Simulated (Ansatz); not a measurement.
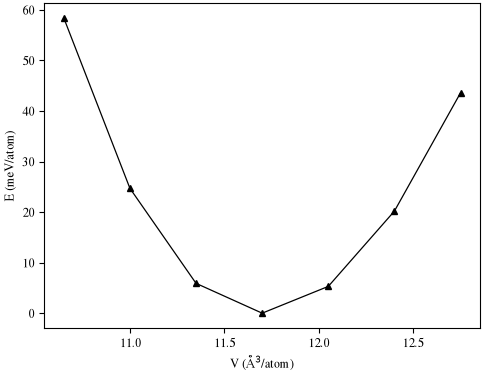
Figure. ZrB2 in space group P6_3/mmc (No. 194; Zr on 2c, B on 4f) under volume change, plane-wave PAW r²SCAN (Ansatz code), shape and atoms relaxed at each volume.

### Question
What does a third-order Birch–Murnaghan fit give for V₀, B₀ and B′?

### Answer
V₀ = 11.70 Å³/atom, B₀ = 170 GPa, B′ = 3.7.

The start of the workflow was typed in or built on a structure type; neither database checked (COD, Materials Project) lists it. It is not the phase usual at ambient conditions (space group No. 191). The cell was relaxed with r²SCAN under the symmetry of its start; whether a distortion lowers the energy is not shown. No spin polarisation was allowed.

Potentials: the earlier of the program's two PAW sets.
